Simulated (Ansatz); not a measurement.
## Geometry relaxation of Si₂H₇OF₃ (part 1 of 3)

The run: geometry relaxation of Si₂H₇OF₃. Method and program: RKS PBE0-D4/def2-TZVP (Ansatz 0.2.0).

The geometry is a transition state displaced along its imaginary mode. The reaction was set up to form Si1–O7, H6–F9 and Si2–H8 and to break Si1–Si2, H6–O7 and H8–F9 (atoms counted from 1 in the order of the input); sticks are drawn by distance alone. Figures and captions count atoms from 1; the log counts them from 0 in places.

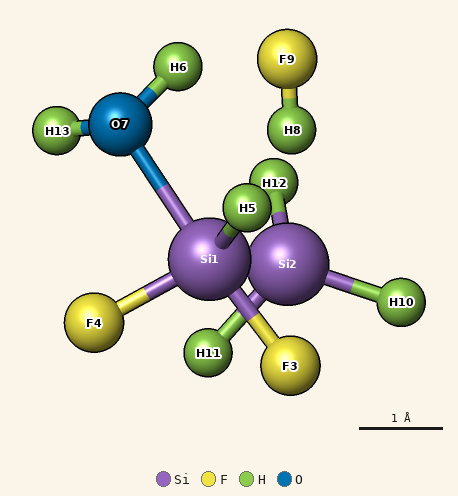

Fig. 1: The starting structure (ball-and-stick view, seen at a tilt; atoms are numbered from 1 in the order of the input).

Results in brief

| quantity | value |
| --- | --- |
| outcome | converged |
| total energy | −26059.3076 eV |
| mean-field energy | −26059.0820 eV |
| dispersion energy | −0.2256 eV |
| SCF solution under orbital rotations | stable |
| largest force (length of the vector) at the end | 0.004 eV/Å |
| dipole moment | 1.87 D |
| hardware | 4 CPU threads, shared host |
| wall time | 40 s (CPU time 57 s) |
| peak memory | 0.9 GiB |

The input
```yaml
crystal:
  periodic: [false, false, false]
  atoms:
    - {symbol: Si, position_ang: [-1.138719, 0.157081, -0.267314]}
    - {symbol: Si, position_ang: [1.080775, -0.899189, -0.841569]}
    - {symbol: F, position_ang: [-1.532130, -1.027459, -1.304421]}
    - {symbol: F, position_ang: [-1.349501, 1.406369, -1.245029]}
    - {symbol: H, position_ang: [-2.159459, -0.123887, 0.770082]}
    - {symbol: H, position_ang: [0.115508, 0.903134, 1.690307]}
    - {symbol: O, position_ang: [-0.448516, 1.490512, 1.015311]}
    - {symbol: H, position_ang: [0.471300, -0.614617, 1.034640]}
    - {symbol: F, position_ang: [0.573267, -0.408309, 1.880516]}
    - {symbol: H, position_ang: [0.916832, -2.332768, -1.025294]}
    - {symbol: H, position_ang: [0.938193, -0.139213, -2.077549]}
    - {symbol: H, position_ang: [2.455363, -0.620220, -0.270630]}
    - {symbol: H, position_ang: [0.076887, 2.208566, 0.640952]}
basis:
  gaussian: {orbitals: def2-TZVP}
hamiltonian: {xc: pbe0, dispersion: d4}
relax: {f_tol: 0.005, max_steps: 200}
```

Run as:
```bash
ansatz run in.yaml --threads 4 --pin off --events-out ev --progress --plain --max-ram 46080MiB --backend cuda --devices 0, --max-vram 37GiB
```

Output
```
Functional definition: PBE0
  name "PBE0"
  cite "Adamo & Barone, J. Chem. Phys. 110, 6158 (1999) doi:10.1063/1.478522"
  cite "Perdew, Burke & Ernzerhof, Phys. Rev. Lett. 77, 3865 (1996) doi:10.1103/PhysRevLett.77.3865"
  parent pbe
  parameter a = 0.25
  parameter kappa = 0.804
  parameter beta = 0.06672455060314922
  exchange = (1 - a)*pbe_x(kappa = kappa, mu = beta*pi^2/3) + a*exact_x
  correlation = pbe_c(beta = beta)
1463 factors; their error is unknown
mean field evaluation 1: about -26051.4540 eV, gradient 6.5e1 eV
mean field evaluation 2: about -26045.0787 eV, gradient 9.2e1 eV
mean field evaluation 4: about -26057.3325 eV, gradient 3.3e0 eV
mean field evaluation 8: about -26057.3496 eV, gradient 6.1e-2 eV
mean field evaluation 16: about -26057.4473 eV, gradient 1.2e-4 eV
mean field -26057.44732178 eV, -957.5935267034 hartree, gradient 3.6e-5 eV, S^2 0.000000; 0 other end points of the search recorded, 0 dependent functions left out
the calculation of the forces begins
reference -26057.44735471 eV, -957.5935279135 hartree; 35, 35 occupied and 205, 205 virtual orbitals, 1463 factors
relax step   1: F+E_penalty+E_count = -26057.68631948 eV  Δ(F+E_penalty+E_count) = +0.000e0 eV  max|allowed force component| = 7.104e0 eV/Å  Δτ_max = 0.0000 Å  (28 SCF iters, accepted)
these checks for a lower state are left out or cut short: starts, cluster_reference, orbital_swaps, neighbouring_geometries, increment
1463 factors; their error is unknown
mean field -26058.14194855 eV, -957.6190537661 hartree, gradient 1.2e-5 eV, S^2 0.000000; 0 other end points of the search recorded, 0 dependent functions left out
[... from here on the field's lines of each further geometry are left out, up to the last ...]
relax step   2: F+E_penalty+E_count = -26058.37861868 eV  Δ(F+E_penalty+E_count) = -6.923e-1 eV  max|allowed force component| = 1.202e0 eV/Å  Δτ_max = 0.1947 Å  (30 SCF iters, accepted)
relax step   3: F+E_penalty+E_count = -26058.62038124 eV  Δ(F+E_penalty+E_count) = -2.418e-1 eV  max|allowed force component| = 1.342e0 eV/Å  Δτ_max = 0.1948 Å  (30 SCF iters, accepted)
relax step   4: F+E_penalty+E_count = -26058.84007003 eV  Δ(F+E_penalty+E_count) = -2.197e-1 eV  max|allowed force component| = 1.165e0 eV/Å  Δτ_max = 0.1999 Å  (36 SCF iters, accepted)
relax step   5: F+E_penalty+E_count = -26058.98596502 eV  Δ(F+E_penalty+E_count) = -1.459e-1 eV  max|allowed force component| = 7.729e-1 eV/Å  Δτ_max = 0.1919 Å  (29 SCF iters, accepted)
relax step   6: F+E_penalty+E_count = -26059.06462778 eV  Δ(F+E_penalty+E_count) = -7.866e-2 eV  max|allowed force component| = 8.483e-1 eV/Å  Δτ_max = 0.1948 Å  (30 SCF iters, accepted)
relax step   7: F+E_penalty+E_count = -26059.12110130 eV  Δ(F+E_penalty+E_count) = -5.647e-2 eV  max|allowed force component| = 9.243e-1 eV/Å  Δτ_max = 0.1942 Å  (30 SCF iters, accepted)
relax step   8: F+E_penalty+E_count = -26059.17387190 eV  Δ(F+E_penalty+E_count) = -5.277e-2 eV  max|allowed force component| = 5.641e-1 eV/Å  Δτ_max = 0.1834 Å  (30 SCF iters, accepted)
relax step   9: F+E_penalty+E_count = -26059.21068812 eV  Δ(F+E_penalty+E_count) = -3.682e-2 eV  max|allowed force component| = 2.322e-1 eV/Å  Δτ_max = 0.2000 Å  (30 SCF iters, accepted)
relax step  10: F+E_penalty+E_count = -26059.21883147 eV  Δ(F+E_penalty+E_count) = -8.143e-3 eV  max|allowed force component| = 5.793e-1 eV/Å  Δτ_max = 0.1849 Å  (29 SCF iters, accepted)
relax step  11: F+E_penalty+E_count = -26059.22705091 eV  Δ(F+E_penalty+E_count) = -8.219e-3 eV  max|allowed force component| = 3.203e-1 eV/Å  Δτ_max = 0.0641 Å  (31 SCF iters, accepted)
relax step  12: F+E_penalty+E_count = -26059.22921242 eV  Δ(F+E_penalty+E_count) = -2.162e-3 eV  max|allowed force component| = 1.710e-1 eV/Å  Δτ_max = 0.0580 Å  (30 SCF iters, accepted)
relax step  13: F+E_penalty+E_count = -26059.23340773 eV  Δ(F+E_penalty+E_count) = -4.195e-3 eV  max|allowed force component| = 2.103e-1 eV/Å  Δτ_max = 0.1354 Å  (29 SCF iters, accepted)
relax step  14: F+E_penalty+E_count = -26059.12002351 eV  Δ(F+E_penalty+E_count) = +1.134e-1 eV  max|allowed force component| = 1.085e0 eV/Å  Δτ_max = 0.2000 Å  (29 SCF iters, rejected (line search))
relax step  15: F+E_penalty+E_count = -26059.24706031 eV  Δ(F+E_penalty+E_count) = -1.365e-2 eV  max|allowed force component| = 1.823e-1 eV/Å  Δτ_max = 0.0996 Å  (30 SCF iters, accepted)
relax step  16: F+E_penalty+E_count = -26059.25927521 eV  Δ(F+E_penalty+E_count) = -1.221e-2 eV  max|allowed force component| = 2.870e-1 eV/Å  Δτ_max = 0.0998 Å  (29 SCF iters, accepted)
relax step  17: F+E_penalty+E_count = -26059.24355702 eV  Δ(F+E_penalty+E_count) = +1.572e-2 eV  max|allowed force component| = 1.462e0 eV/Å  Δτ_max = 0.1458 Å  (29 SCF iters, rejected (line search))
relax step  18: F+E_penalty+E_count = -26059.26815957 eV  Δ(F+E_penalty+E_count) = -8.884e-3 eV  max|allowed force component| = 2.236e-1 eV/Å  Δτ_max = 0.0729 Å  (30 SCF iters, accepted)
relax step  19: F+E_penalty+E_count = -26059.27777876 eV  Δ(F+E_penalty+E_count) = -9.619e-3 eV  max|allowed force component| = 2.285e-1 eV/Å  Δτ_max = 0.0741 Å  (30 SCF iters, accepted)
relax step  20: F+E_penalty+E_count = -26059.28554010 eV  Δ(F+E_penalty+E_count) = -7.761e-3 eV  max|allowed force component| = 5.350e-1 eV/Å  Δτ_max = 0.1097 Å  (29 SCF iters, accepted)
relax step  21: F+E_penalty+E_count = -26059.29322862 eV  Δ(F+E_penalty+E_count) = -7.689e-3 eV  max|allowed force component| = 1.460e-1 eV/Å  Δτ_max = 0.0834 Å  (30 SCF iters, accepted)
relax step  22: F+E_penalty+E_count = -26059.29662219 eV  Δ(F+E_penalty+E_count) = -3.394e-3 eV  max|allowed force component| = 1.840e-1 eV/Å  Δτ_max = 0.1052 Å  (30 SCF iters, accepted)
relax step  23: F+E_penalty+E_count = -26059.30060209 eV  Δ(F+E_penalty+E_count) = -3.980e-3 eV  max|allowed force component| = 2.666e-1 eV/Å  Δτ_max = 0.0918 Å  (30 SCF iters, accepted)
relax step  24: F+E_penalty+E_count = -26059.30343023 eV  Δ(F+E_penalty+E_count) = -2.828e-3 eV  max|allowed force component| = 2.637e-1 eV/Å  Δτ_max = 0.0405 Å  (31 SCF iters, accepted)
relax step  25: F+E_penalty+E_count = -26059.30259017 eV  Δ(F+E_penalty+E_count) = +8.401e-4 eV  max|allowed force component| = 1.495e-1 eV/Å  Δτ_max = 0.0616 Å  (31 SCF iters, rejected (line search))
relax step  26: F+E_penalty+E_count = -26059.30637604 eV  Δ(F+E_penalty+E_count) = -2.946e-3 eV  max|allowed force component| = 4.419e-2 eV/Å  Δτ_max = 0.0308 Å  (31 SCF iters, accepted)
relax step  27: F+E_penalty+E_count = -26059.30687115 eV  Δ(F+E_penalty+E_count) = -4.951e-4 eV  max|allowed force component| = 9.249e-3 eV/Å  Δτ_max = 0.0416 Å  (31 SCF iters, accepted)
relax step  28: F+E_penalty+E_count = -26059.30722625 eV  Δ(F+E_penalty+E_count) = -3.551e-4 eV  max|allowed force component| = 2.499e-2 eV/Å  Δτ_max = 0.0602 Å  (31 SCF iters, accepted)
relax step  29: F+E_penalty+E_count = -26059.30735132 eV  Δ(F+E_penalty+E_count) = -1.251e-4 eV  max|allowed force component| = 3.152e-2 eV/Å  Δτ_max = 0.0352 Å  (31 SCF iters, accepted)
relax step  30: F+E_penalty+E_count = -26059.30749500 eV  Δ(F+E_penalty+E_count) = -1.437e-4 eV  max|allowed force component| = 2.384e-2 eV/Å  Δτ_max = 0.0248 Å  (31 SCF iters, accepted)
relax step  31: F+E_penalty+E_count = -26059.30755611 eV  Δ(F+E_penalty+E_count) = -6.111e-5 eV  max|allowed force component| = 1.223e-2 eV/Å  Δτ_max = 0.0064 Å  (32 SCF iters, accepted)
relax step  32: F+E_penalty+E_count = -26059.30757769 eV  Δ(F+E_penalty+E_count) = -2.158e-5 eV  max|allowed force component| = 7.816e-3 eV/Å  Δτ_max = 0.0053 Å  (32 SCF iters, accepted)
the calculation of the forces begins
reference -26059.08204488 eV, -957.6536016690 hartree; 35, 35 occupied and 205, 205 virtual orbitals, 1463 factors
relax step  33: F+E_penalty+E_count = -26059.30758901 eV  Δ(F+E_penalty+E_count) = -1.131e-5 eV  max|allowed force component| = 3.450e-3 eV/Å  Δτ_max = 0.0042 Å  (23 SCF iters, accepted)
1463 factors; their error is unknown
mean field evaluation 256: about -26059.0820 eV, gradient 5.3e-3 eV
```

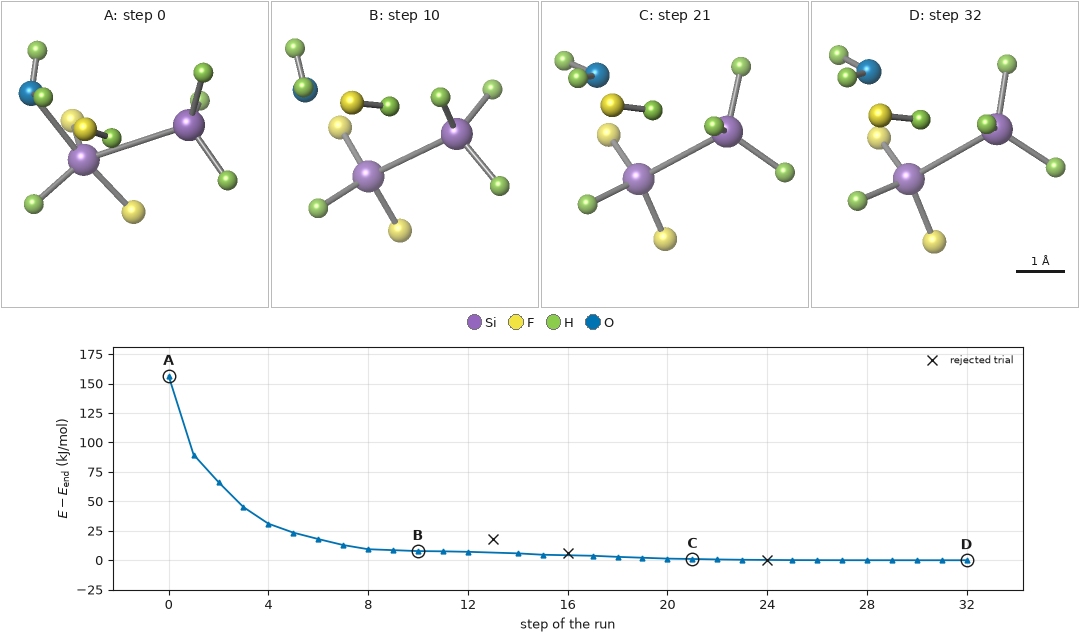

Fig. 2: Frames of the relaxation (ball-and-stick view, seen at a tilt) above the curves, on which the letters mark them (the first geometry is step 0 here and step 1 in the log).

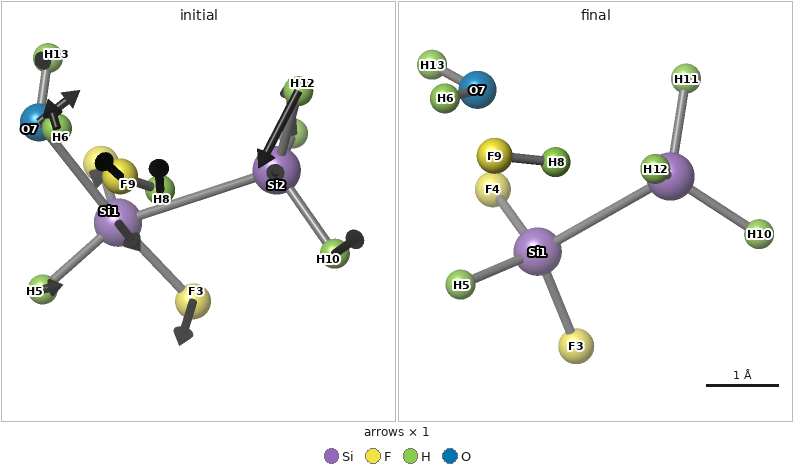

Fig. 3: Before (left) and after (right) the relaxation, at one scale (ball-and-stick view, seen at a tilt). The black arrows give the displacements, at true length. The atom that moves furthest after the best rigid fit is H12 (1.23 Å). By element the largest moves are H 1.23 Å, F 0.84 Å, O 0.74 Å, Si 0.61 Å. Among the contacts that change: Si1–O7 1.975 → 2.688 Å, Si1–Si2 2.524 → 2.342 Å, H6–O7 1.058 → 0.964 Å, H8–F9 0.877 → 0.931 Å. Bonds break: Si1–O7 (1.97 → 2.69 Å). Among the angles that change: Si2–Si1–F3 76.3° → 106.9°, Si1–Si2–H11 83.6° → 112.4°, Si1–Si2–H12 129.4° → 109.3°. Over 32 geometry steps the energy falls by 156.4 kJ/mol. The largest force component goes from 7.1 to 0.0034 eV/Å. The line search rejected the trial steps at points 13, 16, 24 (counted from 0) and went back. (Atoms are counted from 1 in the order of the input.)

```
mean field -26059.08201266 eV, -957.6536004851 hartree, gradient 2.2e-5 eV, S^2 0.000000; 1 other end points of the search recorded, 0 dependent functions left out
the calculation of the forces begins
reference -26059.08204488 eV, -957.6536016690 hartree; 35, 35 occupied and 205, 205 virtual orbitals, 1463 factors
Total energy: -26059.30762122 eV, -957.6618914468 hartree
Atom 0 at    -1.386632    -0.134687    -0.699122 Å, force    -0.002503    -0.001394     0.001507 eV/Å
Atom 1 at     0.809379    -0.864799    -1.060637 Å, force     0.001698    -0.003450    -0.000429 eV/Å
Atom 2 at    -2.344263    -1.100918    -1.544000 Å, force     0.001988     0.001714     0.000876 eV/Å
Atom 3 at    -1.645062     1.313789    -1.323232 Å, force    -0.000344     0.001159    -0.000143 eV/Å
Atom 4 at    -1.906156    -0.180312     0.683232 Å, force     0.001658    -0.000421    -0.002359 eV/Å
Atom 5 at     0.311121     1.342304     1.607035 Å, force    -0.000320    -0.000005    -0.001673 eV/Å
Atom 6 at     0.273720     1.489427     0.654904 Å, force     0.001427    -0.003261     0.002271 eV/Å
Atom 7 at     1.150735    -0.738401     1.845536 Å, force    -0.000929     0.000508     0.001815 eV/Å
Atom 8 at     0.908154    -0.320969     2.641463 Å, force     0.000661    -0.000605    -0.002068 eV/Å
Atom 9 at     0.851470    -2.098024    -1.890710 Å, force     0.000115     0.001991     0.001474 eV/Å
Atom 10 at     1.659980     0.182109    -1.674134 Å, force    -0.001622    -0.000579    -0.000215 eV/Å
Atom 11 at     1.425650    -1.247437     0.251823 Å, force    -0.000670     0.001460    -0.000590 eV/Å
Atom 12 at    -0.108296     2.357918     0.507843 Å, force    -0.001159     0.002882    -0.000468 eV/Å
Dipole moment:     0.271239     0.203796     0.191868 e Å
```

Trajectory as extended XYZ (Å, eV, eV/Å), 33 frames, from step=1 to step=33
```
13
Properties=species:S:1:pos:R:3:forces:R:3 step=1 energy=-26057.68632
Si   -1.1387    0.1571   -0.2673    0.5060  -0.5024  -0.4510
Si    1.0808   -0.8992   -0.8416   -0.0784   0.6917  -0.0884
F    -1.5321   -1.0275   -1.3044   -0.5338  -0.2028  -0.3711
F    -1.3495    1.4064   -1.2450   -0.1063   0.1258   0.0159
H    -2.1595   -0.1239    0.7701    0.1578   0.0928  -0.0627
H     0.1155    0.9031    1.6903   -1.1548   1.5899  -1.4037
O    -0.4485    1.4905    1.0153    0.8250  -0.3240   1.2341
H     0.4713   -0.6146    1.0346   -0.6439  -1.4327  -5.2306
F     0.5733   -0.4083    1.8805    1.2823   0.4776   7.1043
H     0.9168   -2.3328   -1.0253   -0.0314  -0.4919  -0.0932
H     0.9382   -0.1392   -2.0775    0.2156   0.0924  -0.6547
H     2.4554   -0.6202   -0.2706   -0.4068   0.0002  -0.0448
H     0.0769    2.2086    0.6410   -0.0313  -0.1165   0.0459
13
Properties=species:S:1:pos:R:3:forces:R:3 step=2 energy=-26058.37862
Si   -1.1208    0.1350   -0.3127    0.0204  -0.4589  -0.2631
Si    1.0505   -0.8671   -0.9024   -0.0668   0.2403   0.1058
F    -1.6093   -1.0200   -1.3550   -0.2365  -0.0530  -0.1985
F    -1.3613    1.4113   -1.2510    0.0104   0.0987   0.0178
H    -2.1141   -0.1261    0.7532    0.1434  -0.0218  -0.0298
H     0.0974    0.9349    1.7006   -0.8258   1.1648  -1.0543
O    -0.4401    1.4742    1.0055    0.6646  -0.1623   0.9326
H     0.5120   -0.6706    1.1679    0.0112  -0.2596  -0.4475
F     0.6047   -0.3926    2.0720    0.4060  -0.4039   1.2021
H     0.9120   -2.3273   -1.0470   -0.0244  -0.1316  -0.0753
H     0.9982   -0.1562   -2.1945    0.1209  -0.0272  -0.2579
H     2.3899   -0.5926   -0.2744   -0.2534   0.0727   0.0034
H     0.0807    2.1972    0.6379    0.0301  -0.0581   0.0646
```
